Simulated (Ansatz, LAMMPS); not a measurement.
# Molecular dynamics of glassy 82SiO2-11Al2O3-4ZnO-4MgO (mol %) (88 atoms), part 2 of 2

Wanted: a short trajectory of glassy 82SiO2-11Al2O3-4ZnO-4MgO (mol %) (88 atoms) with its pair distributions.

Ansatz 0.2.0; Kohn-Sham DFT, PBE, PAW (set soft_2), plane waves.

The cell: 23 Si, 6 Al, 1 Zn, 1 Mg and 57 O. The quench rate of 6 K/ps is many orders above laboratory rates. The network of bonds at the start is that of the classical potential that made the cell. Only the Γ point is sampled, in a cell whose shortest periodic width is 11 Å.

So far, density (g/cm³): step 4 (distances and neighbours late in the run) 2.58.

## Step 5: Single point at the last frame

The last frame is solved once more, with the analyses that the dynamics left out.

input.yaml reads:

```yaml
crystal:
  lattice:
    - [10.52212, 0.0, 0.0]
    - [0.0, 10.52212, 0.0]
    - [0.0, 0.0, 10.52212]
  atoms:
    - { symbol: Si, position: [0.99705, 0.30223, 0.9571] }
    - { symbol: Si, position: [0.75153, 0.45306, 0.88363] }
    - { symbol: Si, position: [0.02924, 0.26998, 0.66829] }
    - { symbol: Si, position: [0.72333, 0.75456, 0.86106] }
    [... 78 atom lines left out ...]
    - { symbol: O, position: [0.85608, 0.68892, 0.12032] }
    - { symbol: O, position: [0.62009, 0.42333, 0.95658] }
    - { symbol: O, position: [0.42554, 0.58108, 0.8404] }
    - { symbol: O, position: [0.42513, 0.73259, 0.06631] }
    - { symbol: O, position: [0.07962, 0.8008, 0.74819] }
    - { symbol: O, position: [0.67333, 0.33909, 0.18947] }
kpoints:
  mp_grid: { grid: [1, 1, 1] }
hamiltonian:
  xc: pbe
scf:
  occupations: { method: gaussian, width: 0.025 }
output:
  forces: true
  stress: true
  populations: intrinsic
  dos:
    method: { smearing: { sigma: 0.1 } }
    de: 0.1
    projected: { site_lists: { Al: [Al], Mg: [Mg], O: [O], Si: [Si], Zn: [Zn] } }
  eigenvalues: true
  write_density: true
  write_potential: true
  volumetric_format: npy
  elf: true
```

Command:

```sh
> ansatz run input.yaml --threads 4 --pin off --max-ram 8192MiB --backend cpu --events-out ev --progress --plain --runs-dir out
```

Run time: 15 s. Hardware: 4 threads of Intel Xeon Platinum 8375C at 2.90GHz (Ice Lake), shared host; peak memory 1.5 GiB; 53 s of CPU time.

Numbers from this run:

```yaml
free_energy: -55521.8975 eV
free_energy_per_atom: -630.9307 eV/atom
scf_cycles: 9
pressure: 1.985 GPa
r_m_s_force_component: 1.31 eV/Å
longest_force: 5.084 eV/Å
fermi_energy: 5.093 eV
spacing_of_highest_filled_and_lowest_empty_level: 3.597 eV
```

Neighbours are counted within 2.16 Å (O-Si), 2.38 Å (O-Al), 2.42 Å (O-Mg), 2.43 Å (O-Zn), the cutoffs taken from the dynamics.

Length of the force by element and coordination:

```csv
element,coordination,atoms,mean length of the force (eV/Å),spread,least,most
Al,all,6,1.88,0.925,1.16,3.87
Al,4,5,2.00,0.973,1.16,3.87
Al,5,1,1.31,0,1.31,1.31
Mg,all,1,0.609,0,0.609,0.609
O,all,57,1.75,0.914,0.301,4.60
O,2,46,1.79,0.950,0.301,4.60
O,3,11,1.59,0.725,0.800,3.21
Si,all,23,2.69,1.26,0.794,5.08
Si,4,22,2.58,1.18,0.794,4.93
Si,5,1,5.08,0,5.08,5.08
Zn,all,1,0.846,0,0.846,0.846
```

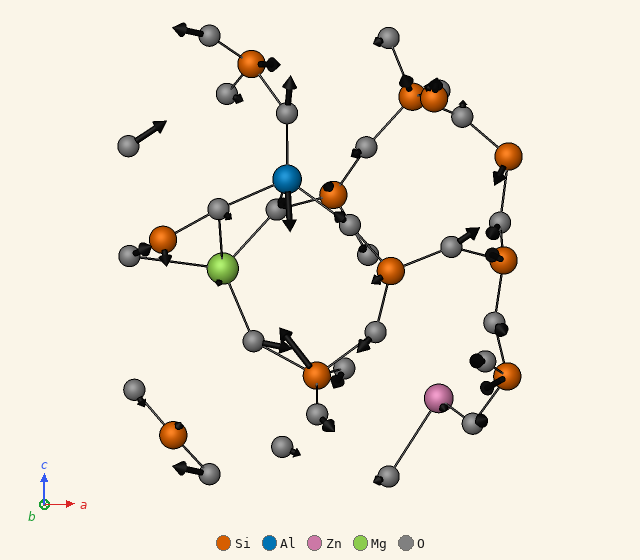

Forces as arrows; the longest in the cell is 5.08 eV/Å. Drawn is a stretch of 9 Å of the 11 Å that the cell measures along a and a slice 4 Å thick, seen along the normal of the ac plane. Bonds to atoms that aren't drawn are left out.

Intrinsic-atomic-orbital charges by element and coordination:

```
element  coordination  atoms  mean charge (e)  spread  least    most
     Al           all      6             1.35  0.0204   1.32    1.38
     Al             4      5             1.35  0.0222   1.32    1.38
     Al             5      1             1.34       0   1.34    1.34
     Mg           all      1             1.68       0   1.68    1.68
      O           all     57           -0.899  0.0494  -1.13  -0.845
      O             2     46           -0.894   0.048  -1.13  -0.845
      O             3     11           -0.919  0.0498  -1.04  -0.851
     Si           all     23             1.74  0.0362   1.66    1.79
     Si             4     22             1.74  0.0326   1.67    1.79
     Si             5      1             1.66       0   1.66    1.66
     Zn           all      1             1.50       0   1.50    1.50
```

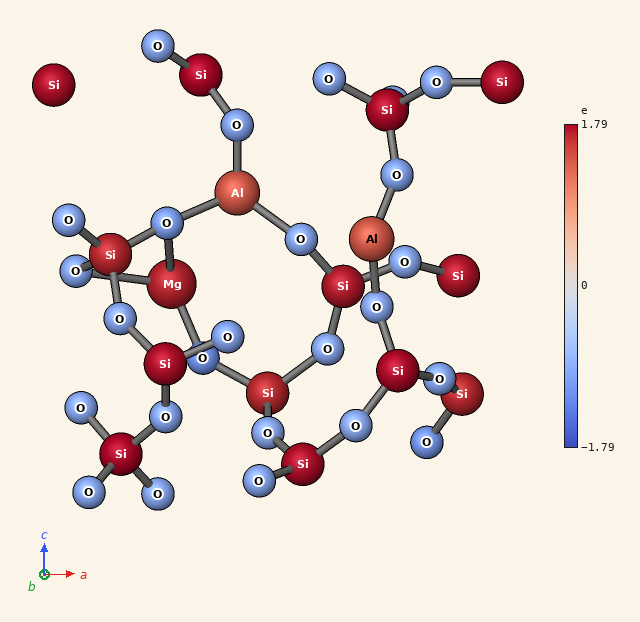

Atoms coloured by intrinsic-atomic-orbital charge. Drawn is a slice 5 Å thick, seen along the normal of the ac plane. Bonds to atoms that aren't drawn are left out.

States in the cell by windows of 1 eV, zero at the Fermi level; the larger projections on atomic orbitals stand beside the total:

```csv
from (eV),to (eV),total,O p,Si p
-14,-12,0.0,0.0,0.0
-12,-11,11.2,7.5,0.4
-11,-10,11.1,7.6,0.8
-10,-9,17.1,12.2,1.9
-9,-8,28.0,20.8,4.2
-8,-7,31.5,22.8,4.1
-7,-6,39.5,27.8,3.4
-6,-5,55.0,47.1,2.9
-5,-4,60.4,55.4,1.8
-4,-3,62.1,58.3,1.1
-3,-2,30.9,29.4,0.4
-2,-1,5.1,4.8,0.1
-1,1,0.0,0.0,0.0
1,2,2.0,0.1,0.1
2,3,0.5,0.1,0.1
3,4,9.4,1.3,1.4
4,5,16.0,2.2,4.1
```

Between -26 and -14 eV lie 114 more states.

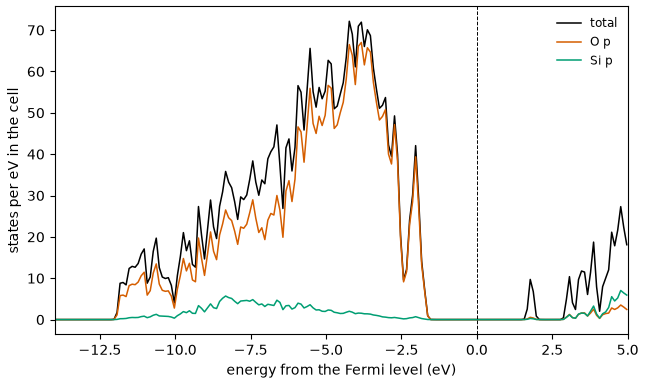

Total and projected density of states, with the broadening of the input.

The levels nearest the highest filled one (over half full), pooled over k-points and spins:

| level less the highest filled one (eV) | occupation |
| --- | --- |
| -0.314 | 2 |
| -0.261 | 2 |
| -0.211 | 2 |
| -0.188 | 2 |
| -0.162 | 2 |
| 0 | 2 |
| 3.60 | 0 |
| 4.86 | 0 |
| 5.20 | 0 |
| 5.37 | 0 |
| 5.62 | 0 |
| 5.69 | 0 |

Mean intrinsic-atomic-orbital charges: Al +1.35, Mg +1.68, O -0.90, Si +1.74, Zn +1.50 e.

## Step 6: Outcome

* mean temperature, second half: 580.7 K
* temperature swing, second half: 39.62 K
* free energy per atom: -630.9307 eV/atom
* pressure: 1.985 GPa
* r.m.s. force component: 1.31 eV/Å
* gap (highest filled to lowest empty level): 3.597 eV
* wall time of the 3 DFT runs: 36 min

**Reading.** Over the second half of 330 fs the temperature averages 581 K with swings of 40 K r.m.s. The count of bonds goes from 123 in the first frame to 125 in the last, by one set of cutoffs: 2 pairs passed out of them and 4 came within. The run spans 0.33 ps, too short for its means to be equilibrium values. Counting bonds as in the table, 83 % of Al atoms have 4, all Mg atoms have 4, 81 % of O atoms have 2 and 96 % of Si atoms have 4 bonded neighbours. Counting bonds to Si and Al alone, not to Zn, 86 % of the oxygens join two of these atoms and 4 % one; 10 % join three. The highest filled and lowest empty levels differ by 3.60 eV (at Γ alone); a semilocal functional tends to put such gaps too low. In a disordered cell it changes from sample to sample, and tail or defect levels can set it.

What to keep in mind: The network of bonds at the start is that of the classical potential that made the cell; in DFT 2 of its 123 bonded pairs passed out of the cutoffs and 4 came within them. The pressure of 2.0 GPa is that of one thermal frame at a volume set beforehand, without the kinetic term.

[Logs are printed without paths, hosts, clocks, repeated set-up lines and the standing remarks that a program may print on its own settings, such as how far it seeks lower states.]

[Hosts, paths, dates, database ids (printed as entryN), source tags and the programs' standing remarks are cut or masked in the printed files.]
